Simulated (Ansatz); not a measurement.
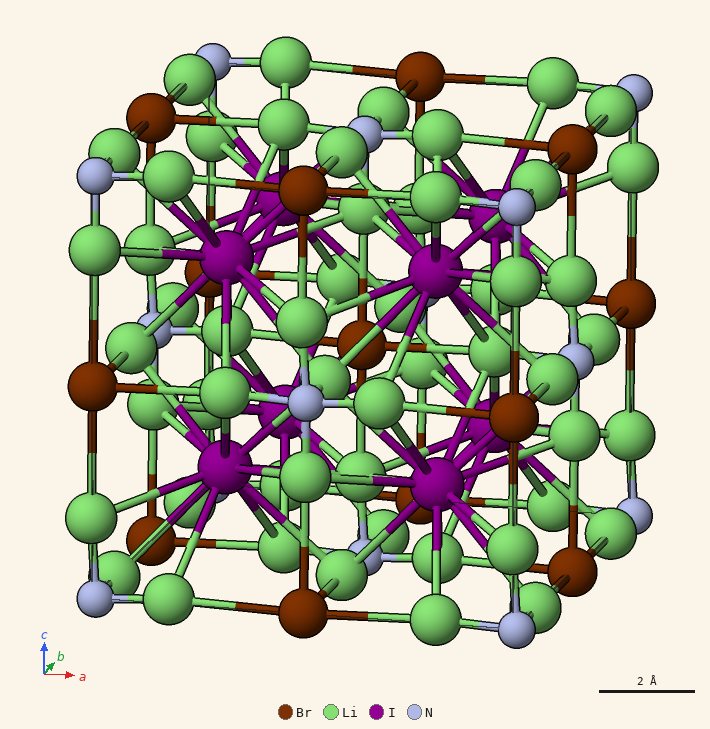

The crystal in a ball-and-stick representation, seen slightly off an axis. One drawn cell (a repeat of the simulation cell) is outlined, and atoms on its boundary appear in each equivalent place.

Lattice: a = 9.211 Å, b = 9.229 Å, c = 9.252 Å, α = 89.98°, β = 89.96°, γ = 89.98°.

The composition is Li$_{6}$I$_{2}$BrN.

What is the coordination of I?

Answer. Twelve Li at about 3.2 to 3.4 Å.

What is the dimensionality of the bonded network?

Answer. The bonds build a three-dimensional framework.

Which symmetric structure lies closest to this one?

Answer. It is a distorted form of a face-centred cubic structure, space group Fm-3m (No. 225) within 0.25 Å: double perovskite (elpasolite, K₂NaAlF₆ type).

Note that this is a known structure type with the cell strained and the atoms shaken on purpose, and that it hasn't been relaxed. Ansatz was used for an electronic-structure calculation on it.

At this level of theory the cell isn't at rest (compressed, at 9 GPa and forces up to 4.3 eV/Å), so its distances can differ from those at equilibrium, the more so the softer the solid.
